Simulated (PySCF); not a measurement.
SMILES [SiH2]I, doublet at its PBE0/def2-SVP optimised geometry (Å):

```
4

Si    -0.4845    -0.7001     0.0000
I     -1.2839    -1.8553     1.9967
H     -1.0117     0.7001     0.0000
H      1.0117    -0.7001     0.0000
```

Level of theory: unrestricted PBE0/def2-TZVP, def2 effective core potentials past Kr run with PySCF 2.14.0. The core electrons that the potentials of I replace are not part of the density. Cells within 0.4 Å of a nucleus heavier than hydrogen are left out (blank, or x).

Map of the HOMO−1 amplitude (α) (bohr^(-3/2)) on the plane z = 0.0 Å; orbital energy -7.86 eV, overall sign arbitrary:

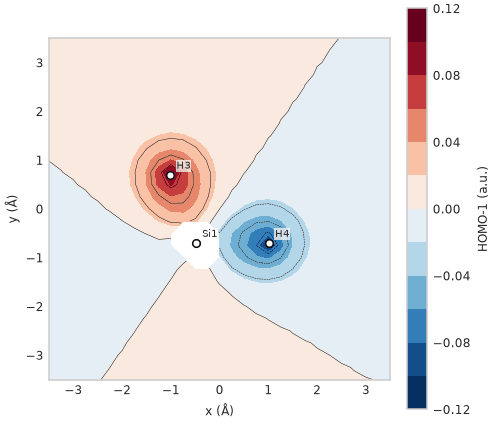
Figure: HOMO−1 amplitude (α) (bohr^(-3/2)) on the plane z = 0.0 Å.
